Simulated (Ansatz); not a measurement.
**GeF₂ (triplet): wave-function methods side by side, cc-pVDZ**

Aim: climb from Hartree-Fock through coupled cluster and multireference methods for GeF₂ (triplet) at one geometry and basis, and see what each rung misses.

Computed with Ansatz 0.2.0, Gaussian basis. Level: cc-pVDZ, core rule «outside noble gas», up to 16 orbitals frozen.

To be run: UHF; CCSD(T) on ROHF; CCSD(T) on UHF; BCCD(T) on ROHF; CISD as a restricted active space (open shells left free, so some higher excitations enter); CCSDT(Q) on ROHF; CCSDT(Q) on UHF; CASSCF and MRCISD+Q, 14 electrons in 10 orbitals; CASSCF and NEVPT2, 14 electrons in 10 orbitals.

28 further runs of the same task are left out: 5 for a known fault of the program, 7 that didn't finish, 16 set aside as unsound or not needed. Runs told in other sessions of the task aren't counted.

## (1) The geometry

The geometry is a PBE0/def2-TZVP stationary point (not a proven minimum). No spin-orbit coupling is included. The filled d shell of Ge may be among the frozen orbitals whatever the setting's name suggests.

3 atoms, charge 0, spin multiplicity 3.

Atoms are counted from 1 here; the program's logs count them from 0.

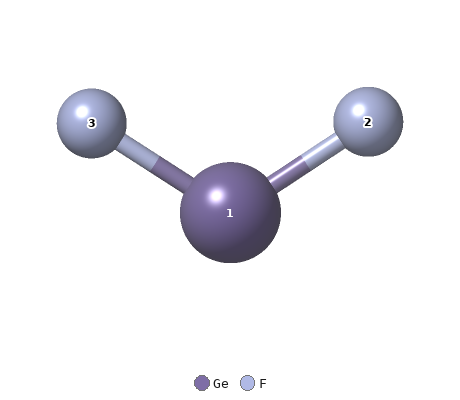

The geometry (germanium purple, fluorine light blue); atoms are numbered from 1 in the order of the file.

In the tables R marks a restricted open-shell determinant and U an unrestricted one; 'valence' is the active space of 14 electrons in 10 orbitals; energies count from the table's Hartree-Fock row.

## (2) UHF

Input file in.yaml:

```yaml
crystal:
  periodic: [false, false, false]
  atoms:
    - {symbol: Ge, position_ang: [0.000000, -0.325890, 0.000000]}
    - {symbol: F, position_ang: [0.000000, 0.623017, -1.456249]}
    - {symbol: F, position_ang: [0.000000, 0.623017, 1.456249]}
basis:
  gaussian: {orbitals: cc-pVDZ}
magnetization: {spin_polarized: true, initial_magnetization: 2}
hamiltonian: {xc: hf}
output: {orbitals: {seedname: orbitals}}
```

Run with:

```
$ ansatz run in.yaml --threads 1 --pin off --events-out ev --progress --plain --max-ram 2393MiB
```

The log of the run:

```text
Functional definition: HF
  name "HF"
  cite "Fock, Z. Phys. 61, 126 (1930) doi:10.1007/BF01340294"
  parent pbe
  exchange = exact_x
  correlation = 0
591 factors; integrals over basis functions are off by at most 5.3e-4 eV
mean field evaluation 1: about -61881.3299 eV, gradient 2.2e1 eV
mean field evaluation 2: about -61881.3560 eV, gradient 2.2e1 eV
mean field evaluation 4: about -61883.7093 eV, gradient 2.3e0 eV
mean field evaluation 8: about -61883.8108 eV, gradient 2.5e-1 eV
mean field -61883.81215989 eV, -2274.1881505215 hartree, gradient 3.0e-5 eV, S^2 2.007255; 0 other end points of the search recorded, 0 dependent functions left out
reference -61883.81215989 eV, -2274.1881505215 hartree; 26, 24 occupied and 29, 31 virtual orbitals, 591 factors
Total energy: -61883.81215989 eV, -2274.1881505215 hartree
```

It took 0.72 s on 1 thread of Arm Neoverse V2, shared host.

From the report: ⟨S²⟩ of the determinant 2.007 (pure triplet: 2.00).

## (3) CCSD(T) on ROHF

Edit in.yaml of step 2 so:

```diff
@@ -8,4 +8,4 @@
   gaussian: {orbitals: cc-pVDZ}
-magnetization: {spin_polarized: true, initial_magnetization: 2}
-hamiltonian: {xc: hf}
-output: {orbitals: {seedname: orbitals}}
+magnetization: {spin_polarized: false, initial_magnetization: 2}
+correlation: {method: ccsd_t, electrons: outside_noble_gas}
+output: {forces: true}
```

The command is unchanged.

The log of the run, cut to the lines that bear on the results:

```text
Functional definition: HF
  name "HF"
  cite "Fock, Z. Phys. 61, 126 (1930) doi:10.1007/BF01340294"
  parent pbe
[...]
591 factors; integrals over basis functions are off by at most 5.3e-4 eV
[...]
mean field -61883.73826434 eV, -2274.1854349100 hartree, gradient 4.0e-6 eV, S^2 2.000000; 0 other end points of the search recorded, 0 dependent functions left out
[...]
16 core orbitals not correlated: weight in the atoms' cores, before any rotation towards them, 0.953 or more for the frozen orbitals, at most 0.046 for the correlated occupied ones
reference -61883.73826434 eV, -2274.1854349100 hartree; 10, 8 occupied and 29, 31 virtual orbitals, 591 factors
second order -11.82226926 eV of doubles, -0.03087198 eV of singles
cycle   1  -11.62770819 eV  change    2.3e-1 eV  update   9.8e-2
[...]
cycle  14  -12.01798309 eV  change   -5.9e-8 eV  update   9.8e-7
perturbative correction -0.22879917 eV, -0.0084082145 hartree
[...]
Total energy: -61895.98504660 eV, -2274.6354958569 hartree
Atom 0 at     0.000000    -0.325890     0.000000 Å, force     0.000000    -0.811458    -0.000000 eV/Å
Atom 1 at     0.000000     0.623017    -1.456249 Å, force    -0.000000     0.405729    -0.671914 eV/Å
Atom 2 at     0.000000     0.623017     1.456249 Å, force    -0.000000     0.405729     0.671914 eV/Å
Dipole moment:    -0.000000    -0.447922    -0.000000 e Å
```

It took 7.5 s on 1 thread of Arm Neoverse V2, shared host.

From the report: correlation -12.2468 eV; T1 0.023; largest double amplitude 0.02.

## (4) CCSD(T) on UHF

Edit in.yaml of step 3 so:

```diff
@@ -8,3 +8,3 @@
   gaussian: {orbitals: cc-pVDZ}
-magnetization: {spin_polarized: false, initial_magnetization: 2}
+magnetization: {spin_polarized: true, initial_magnetization: 2}
 correlation: {method: ccsd_t, electrons: outside_noble_gas}
```

Launched as before.

The log of the run, cut to the lines that bear on the results:

```text
Functional definition: HF
  name "HF"
  cite "Fock, Z. Phys. 61, 126 (1930) doi:10.1007/BF01340294"
  parent pbe
[...]
591 factors; integrals over basis functions are off by at most 5.3e-4 eV
[...]
mean field -61883.81215989 eV, -2274.1881505215 hartree, gradient 1.7e-6 eV, S^2 2.007255; 0 other end points of the search recorded, 0 dependent functions left out
16 core orbitals not correlated: weight in the atoms' cores, before any rotation towards them, 0.947 or more for the frozen orbitals, at most 0.051 for the correlated occupied ones
reference -61883.81215989 eV, -2274.1881505215 hartree; 10, 8 occupied and 29, 31 virtual orbitals, 591 factors
second order -11.79299575 eV of doubles, -0.00000000 eV of singles
cycle   1  -11.58243418 eV  change    2.1e-1 eV  update   9.6e-2
[...]
cycle  13  -11.95783689 eV  change    7.0e-7 eV  update   2.1e-6
perturbative correction -0.22666701 eV, -0.0083298590 hartree
[...]
Total energy: -61895.99666379 eV, -2274.6359227810 hartree
Atom 0 at     0.000000    -0.325890     0.000000 Å, force    -0.000000    -0.810678     0.000000 eV/Å
Atom 1 at     0.000000     0.623017    -1.456249 Å, force     0.000000     0.405339    -0.669052 eV/Å
Atom 2 at     0.000000     0.623017     1.456249 Å, force    -0.000000     0.405339     0.669052 eV/Å
Dipole moment:    -0.000000    -0.449038     0.000000 e Å
```

It took 7.5 s on 1 thread of Arm Neoverse V2, shared host.

From the report: ⟨S²⟩ of the determinant 2.007 (pure triplet: 2.00); correlation -12.1845 eV; T1 0.019; largest double amplitude 0.02.

## (5) BCCD(T) on ROHF

Edit in.yaml of step 4 so:

```diff
@@ -8,4 +8,3 @@
   gaussian: {orbitals: cc-pVDZ}
-magnetization: {spin_polarized: true, initial_magnetization: 2}
-correlation: {method: ccsd_t, electrons: outside_noble_gas}
-output: {forces: true}
+magnetization: {spin_polarized: false, initial_magnetization: 2}
+correlation: {method: bccd_t, electrons: outside_noble_gas}
```

Same command.

The log of the run, cut to the lines that bear on the results:

```text
Functional definition: HF
  name "HF"
  cite "Fock, Z. Phys. 61, 126 (1930) doi:10.1007/BF01340294"
  parent pbe
[...]
591 factors; integrals over basis functions are off by at most 5.3e-4 eV
[...]
mean field -61883.73826434 eV, -2274.1854349100 hartree, gradient 4.0e-6 eV, S^2 2.000000; 0 other end points of the search recorded, 0 dependent functions left out
[...]
16 core orbitals not correlated: weight in the atoms' cores, before any rotation towards them, 0.953 or more for the frozen orbitals, at most 0.046 for the correlated occupied ones
reference -61883.73826434 eV, -2274.1854349100 hartree; 10, 8 occupied and 29, 31 virtual orbitals, 591 factors
second order -11.82226926 eV of doubles, -0.03087198 eV of singles
cycle   1  -11.62473428 eV  change    2.3e-1 eV  update   9.8e-2
[...]
cycle  12  -11.97608282 eV  change   -1.3e-5 eV  update   8.8e-6
perturbative correction -0.27731284 eV, -0.0101910589 hartree
Total energy: -61895.99165999 eV, -2274.6357388948 hartree
```

It took 2.5 s on 1 thread of Arm Neoverse V2, shared host.

From the report: correlation -12.2534 eV; largest double amplitude 0.02.

## (6) CISD as a restricted active space (open shells left free, so some higher excitations enter)

Edit in.yaml of step 5 so:

```diff
@@ -9,2 +9,2 @@
 magnetization: {spin_polarized: false, initial_magnetization: 2}
-correlation: {method: bccd_t, electrons: outside_noble_gas}
+correlation: {active_space: {ras: {orbitals: [8, 2, 29], electrons: 18, max_holes: 2, max_particles: 2}, fixed_orbitals: true}}
```

Launched as before.

The log of the run:

```text
Functional definition: HF
  name "HF"
  cite "Fock, Z. Phys. 61, 126 (1930) doi:10.1007/BF01340294"
  parent pbe
  exchange = exact_x
  correlation = 0
591 factors; integrals over basis functions are off by at most 5.3e-4 eV
mean field evaluation 1: about -61881.1716 eV, gradient 3.2e1 eV
mean field evaluation 2: about -61881.1946 eV, gradient 3.2e1 eV
mean field evaluation 4: about -61883.6804 eV, gradient 2.4e0 eV
mean field evaluation 8: about -61883.7379 eV, gradient 2.1e-1 eV
mean field -61883.73826434 eV, -2274.1854349100 hartree, gradient 4.0e-6 eV, S^2 2.000000; 0 other end points of the search recorded, 0 dependent functions left out
reference -61883.73826434 eV, -2274.1854349100 hartree; 26, 24 occupied and 29, 31 virtual orbitals, 591 factors
state -61894.66164910 eV, -2274.5868618958 hartree
Total energy: -61894.66164910 eV, -2274.5868618958 hartree
```

Run time: 9 s. Hardware: 1 thread of Arm Neoverse V2, shared host.

From the report: 115,466 determinants.

## (7) CCSDT(Q) on ROHF

Edit in.yaml of step 6 so:

```diff
@@ -9,2 +9,2 @@
 magnetization: {spin_polarized: false, initial_magnetization: 2}
-correlation: {active_space: {ras: {orbitals: [8, 2, 29], electrons: 18, max_holes: 2, max_particles: 2}, fixed_orbitals: true}}
+correlation: {method: ccsdt_q, electrons: outside_noble_gas}
```

Same command.

The log of the run, cut to the lines that bear on the results:

```text
Functional definition: HF
  name "HF"
  cite "Fock, Z. Phys. 61, 126 (1930) doi:10.1007/BF01340294"
  parent pbe
[...]
1011 factors; integrals over basis functions are off by at most 7.7e-8 eV
[...]
mean field -61883.73867465 eV, -2274.1854499886 hartree, gradient 9.8e-6 eV, S^2 2.000000; 0 other end points of the search recorded, 0 dependent functions left out
16 core orbitals not correlated: weight in the atoms' cores, before any rotation towards them, 0.953 or more for the frozen orbitals, at most 0.046 for the correlated occupied ones
reference -61883.73867465 eV, -2274.1854499886 hartree; 10, 8 occupied and 29, 31 virtual orbitals, 1011 factors
second order -11.82229492 eV of doubles, -0.03087163 eV of singles
cycle   1  -11.62772165 eV  change    2.3e-1 eV  update   1.1e-1
[...]
cycle  17  -12.26694624 eV  change   -1.8e-6 eV  update   2.0e-6
perturbative correction -0.02790551 eV, -0.0010255087 hartree
Total energy: -61896.03352640 eV, -2274.6372774567 hartree
```

Wall time 61 s (1 thread of Arm Neoverse V2, shared host); peak memory 0.81 GiB.

From the report: correlation -12.2949 eV; T1 0.023; largest double amplitude 0.03.

## (8) CCSDT(Q) on UHF

Edit in.yaml of step 7 so:

```diff
@@ -8,3 +8,3 @@
   gaussian: {orbitals: cc-pVDZ}
-magnetization: {spin_polarized: false, initial_magnetization: 2}
+magnetization: {spin_polarized: true, initial_magnetization: 2}
 correlation: {method: ccsdt_q, electrons: outside_noble_gas}
```

Same command.

The log of the run, cut to the lines that bear on the results:

```text
Functional definition: HF
  name "HF"
  cite "Fock, Z. Phys. 61, 126 (1930) doi:10.1007/BF01340294"
  parent pbe
[...]
1011 factors; integrals over basis functions are off by at most 7.7e-8 eV
[...]
mean field -61883.81256964 eV, -2274.1881655796 hartree, gradient 1.4e-6 eV, S^2 2.007255; 0 other end points of the search recorded, 0 dependent functions left out
16 core orbitals not correlated: weight in the atoms' cores, before any rotation towards them, 0.947 or more for the frozen orbitals, at most 0.051 for the correlated occupied ones
reference -61883.81256964 eV, -2274.1881655796 hartree; 10, 8 occupied and 29, 31 virtual orbitals, 1011 factors
second order -11.79302170 eV of doubles, -0.00000000 eV of singles
cycle   1  -11.58244829 eV  change    2.1e-1 eV  update   1.1e-1
[...]
cycle  17  -12.20460071 eV  change   -1.6e-6 eV  update   1.7e-6
perturbative correction -0.03346565 eV, -0.0012298401 hartree
Total energy: -61896.05063601 eV, -2274.6379062234 hartree
```

Wall time 51 s (1 thread of Arm Neoverse V2, shared host); peak memory 0.64 GiB.

From the report: ⟨S²⟩ of the determinant 2.007 (pure triplet: 2.00); correlation -12.2381 eV; T1 0.019; largest double amplitude 0.03.

## (9) CASSCF and MRCISD+Q, 14 electrons in 10 orbitals

Input file in.yaml:

```yaml
crystal:
  periodic: [false, false, false]
  atoms:
    - {symbol: Ge, position_ang: [0.000000, -0.325890, 0.000000]}
    - {symbol: F, position_ang: [0.000000, 0.623017, -1.456249]}
    - {symbol: F, position_ang: [0.000000, 0.623017, 1.456249]}
basis:
  gaussian: {orbitals: cc-pVDZ}
magnetization: {spin_polarized: false, initial_magnetization: 2}
correlation: {method: fic_mrcisd_q, electrons: outside_noble_gas, active_space: {window: {electrons: 14, orbitals: 10}, shells: [{species: F, l: p, shell: 2}, {species: Ge, l: s, shell: 4}, {species: Ge, l: p, shell: 4}]}}
```

Launched as before.

The log of the run, cut to the lines that bear on the results:

```text
Functional definition: HF
  name "HF"
  cite "Fock, Z. Phys. 61, 126 (1930) doi:10.1007/BF01340294"
  parent pbe
[...]
1011 factors; integrals over basis functions are off by at most 7.7e-8 eV
[...]
mean field -61883.73867465 eV, -2274.1854499886 hartree, gradient 9.8e-6 eV, S^2 2.000000; 0 other end points of the search recorded, 0 dependent functions left out
reference -61883.73867465 eV, -2274.1854499886 hartree; 26, 24 occupied and 29, 31 virtual orbitals, 1011 factors
state -61885.19799907 eV, -2274.2390791720 hartree
contracted CI cycle   1: correlation 0.00000000 eV, 0.0000000000 hartree, residual 4.03e1 eV
contracted CI cycle   2: correlation -9.53051244 eV, -0.3502398721 hartree, residual 6.84e0 eV
contracted CI cycle   3: correlation -9.88988017 eV, -0.3634463927 hartree, residual 1.41e0 eV
contracted CI cycle   4: correlation -9.90805579 eV, -0.3641143345 hartree, residual 3.71e-1 eV
contracted CI cycle   5: correlation -9.90918367 eV, -0.3641557831 hartree, residual 8.92e-2 eV
contracted CI cycle   6: correlation -9.90924767 eV, -0.3641581353 hartree, residual 2.49e-2 eV
contracted CI cycle   7: correlation -9.90925245 eV, -0.3641583109 hartree, residual 7.45e-3 eV
contracted CI cycle   8: correlation -9.90925289 eV, -0.3641583268 hartree, residual 2.17e-3 eV
contracted CI cycle   9: correlation -9.90925292 eV, -0.3641583283 hartree, residual 6.05e-4 eV
state -61885.19799907 eV, -2274.2390791720 hartree; corrected -61895.85900937 eV, -2274.6308640744 hartree
Total energy: -61895.85900937 eV, -2274.6308640744 hartree
Checks for a lower state left out: starts, orbital_swaps
```

It took 9 s on 1 thread of Arm Neoverse V2, shared host; peak memory 0.57 GiB.

From the report: 3,600 determinants; active occupations 2.00, 2.00, 2.00, 2.00, 1.98, 1.97, 1.01, 1.00, 0.03, 0.02.

## (10) CASSCF and NEVPT2, 14 electrons in 10 orbitals

Input file in.yaml:

```yaml
crystal:
  periodic: [false, false, false]
  atoms:
    - {symbol: Ge, position_ang: [0.000000, -0.325890, 0.000000]}
    - {symbol: F, position_ang: [0.000000, 0.623017, -1.456249]}
    - {symbol: F, position_ang: [0.000000, 0.623017, 1.456249]}
basis:
  gaussian: {orbitals: cc-pVDZ}
magnetization: {spin_polarized: false, initial_magnetization: 2}
correlation: {method: sc_nevpt2, electrons: outside_noble_gas, active_space: {window: {electrons: 14, orbitals: 10}, shells: [{species: F, l: p, shell: 2}, {species: Ge, l: s, shell: 4}, {species: Ge, l: p, shell: 4}]}}
```

Same command.

The log of the run:

```text
Functional definition: HF
  name "HF"
  cite "Fock, Z. Phys. 61, 126 (1930) doi:10.1007/BF01340294"
  parent pbe
  exchange = exact_x
  correlation = 0
1011 factors; integrals over basis functions are off by at most 7.7e-8 eV
mean field evaluation 1: about -61881.1544 eV, gradient 3.2e1 eV
mean field evaluation 2: about -61881.1912 eV, gradient 3.2e1 eV
mean field evaluation 4: about -61883.6786 eV, gradient 2.4e0 eV
mean field evaluation 8: about -61883.7383 eV, gradient 2.1e-1 eV
mean field -61883.73867465 eV, -2274.1854499886 hartree, gradient 9.8e-6 eV, S^2 2.000000; 0 other end points of the search recorded, 0 dependent functions left out
reference -61883.73867465 eV, -2274.1854499886 hartree; 26, 24 occupied and 29, 31 virtual orbitals, 1011 factors
state -61885.19799907 eV, -2274.2390791720 hartree
state -61885.19799907 eV, -2274.2390791720 hartree; corrected -61895.02393918 eV, -2274.6001758109 hartree
Total energy: -61895.02393918 eV, -2274.6001758109 hartree
Checks for a lower state left out: starts, orbital_swaps
```

It took 5.5 s on 1 thread of Arm Neoverse V2, shared host.

From the report: 3,600 determinants; active occupations 2.00, 2.00, 2.00, 2.00, 1.98, 1.97, 1.01, 1.00, 0.03, 0.02.

## (11) Natural occupations

Natural occupations of the CASSCF valence state about the gap (report; correlated orbitals 4 to 10): 1.996, 1.981, 1.972, 1.005, 1.004, 0.029, 0.020. The count of effectively unpaired electrons, Σ n²(2 − n)², is 2.01; a single determinant of this spin has 2.

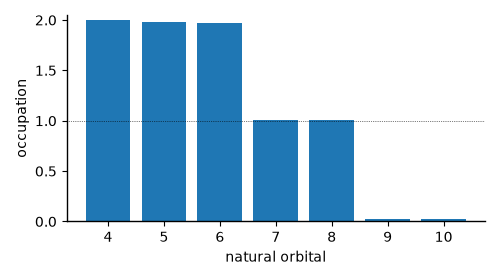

Natural occupations of the CASSCF valence state.

## (12) The ladder

The yardstick is UCCSDT(Q), where the cluster series has nearly closed. Rows without a time are mean-field rows or come out of runs for another level: lower rungs of the coupled-cluster runs, CASSCF and MRCISD of the multireference runs, or the Hartree-Fock search. The times of RCCSD(T), UCCSD(T) include forces.

Differences are taken before rounding.

| method | energy from the lowest ROHF (meV) | from UCCSDT(Q) (meV) | time |
| --- | --- | --- | --- |
| ROHF | 0.0 | +12312.4 |  |
| UHF | -73.9 | +12238.5 |  |
| RMP2 | -11853.1 | +459.2 |  |
| UMP2 | -11866.9 | +445.5 |  |
| RCCSD | -12018.0 | +294.4 |  |
| UCCSD | -12031.7 | +280.6 |  |
| RCCSD(T) | -12246.8 | +65.6 | 7.5 s |
| UCCSD(T) | -12258.4 | +54.0 | 7.5 s |
| BCCD(T) | -12253.4 | +59.0 | 2.5 s |
| RCCSDT | -12267.4 | +45.0 |  |
| UCCSDT | -12278.9 | +33.5 |  |
| RCCSDT(Q) | -12295.3 | +17.1 | 61 s |
| UCCSDT(Q) | -12312.4 | 0 | 51 s |
| CASSCF valence | -1459.7 | +10852.6 |  |
| NEVPT2 valence | -11285.7 | +1026.7 | 5.5 s |
| MRCISD valence | -11369.0 | +943.4 |  |
| MRCISD+Q valence | -12120.7 | +191.6 | 9 s |

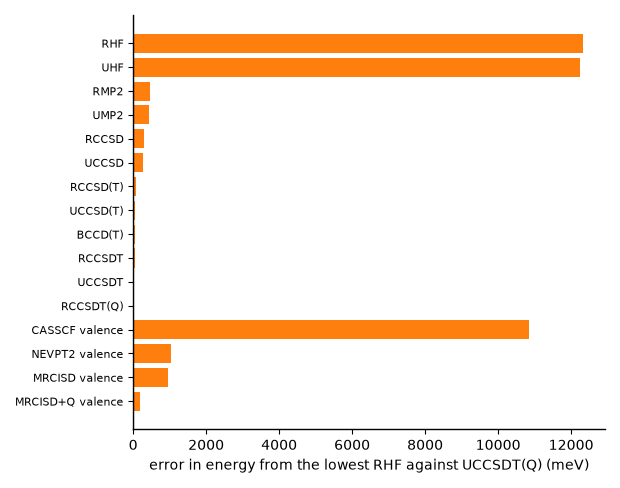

Deviations from UCCSDT(Q), method by method.

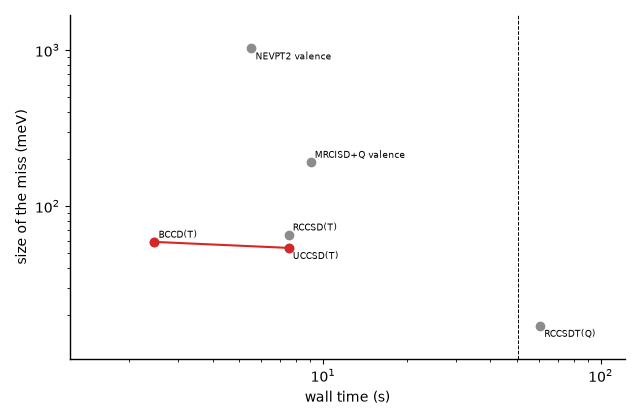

Miss against cost. Red marks the levels that no quicker level drawn beats (of those quicker than the yardstick), and the dashed line is the time of UCCSDT(Q). Times are from a shared host.

Not comparable, so not listed: CISD as a restricted active space (open shells left free, so some higher excitations enter) (they don't share determinant, frozen orbitals or solution with the rows shown, or repeat one).

With the free atoms at the same levels and basis (separate runs), the atomisation energy is 6.352 eV at UCCSDT(Q), 6.316 eV at RCCSD(T), 6.316 eV at UCCSD(T), 4.176 eV at ROHF.

## (13) Outcome

```
                         quantity              value
    UCCSDT(Q) from the ROHF energy        -12.3124 eV
              RMP2 from UCCSDT(Q)         +459.2 meV
              UMP2 from UCCSDT(Q)         +445.5 meV
             RCCSD from UCCSDT(Q)         +294.4 meV
          RCCSD(T) from UCCSDT(Q)          +65.6 meV
          UCCSD(T) from UCCSDT(Q)          +54.0 meV
         RCCSDT(Q) from UCCSDT(Q)          +17.1 meV
    NEVPT2 valence from UCCSDT(Q)        +1026.7 meV
  MRCISD+Q valence from UCCSDT(Q)         +191.6 meV
levels within 1 kcal/mol (43 meV)  UCCSDT, RCCSDT(Q)
                    T1 diagnostic              0.023
   effectively unpaired electrons               2.01
```

**Reading.** RCCSD(T) lands +65.6 meV from the yardstick (0.5 % of the correlation energy). One determinant dominates. Of the multireference levels listed MRCISD+Q valence comes nearest in total energy (+191.6 meV), which doesn't show that its space is the better one. These misses are within one basis, not against nature; the frozen cores of restricted and unrestricted runs differ, which can shift their rows.

For cost: UCCSD(T) gets within 54.0 meV in 7.5 s, where UCCSDT(Q) took 51 s; the quickest level in the cost chart, BCCD(T), takes 2.5 s and misses by 59.0 meV.
